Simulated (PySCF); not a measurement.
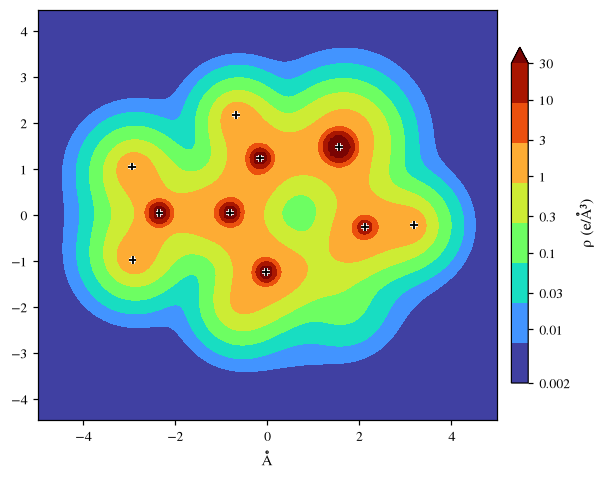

The total electron density on a plane through atoms (crosses mark nuclei in the plane).

Method: PBE0/pcSseg-1, SCF density, gas phase, non-relativistic (PySCF).

Candidates:
A. C₃H₁₂O₂SSi₂
B. C₃H₅FOSi (SMILES O=C/C=C(\F)[SiH3])
C. C₇H₁₂B₂S

Q: Which candidate gave the map?

A: Candidate C: C₇H₁₂B₂S on the plane of atoms B1, C2 and C8, which holds B, C, S and H. C–C (1.35 Å): the density is about 2.2 e/Å³ at the midpoint. C–B (1.53 Å): ρ is about 1.5 e/Å³ halfway.
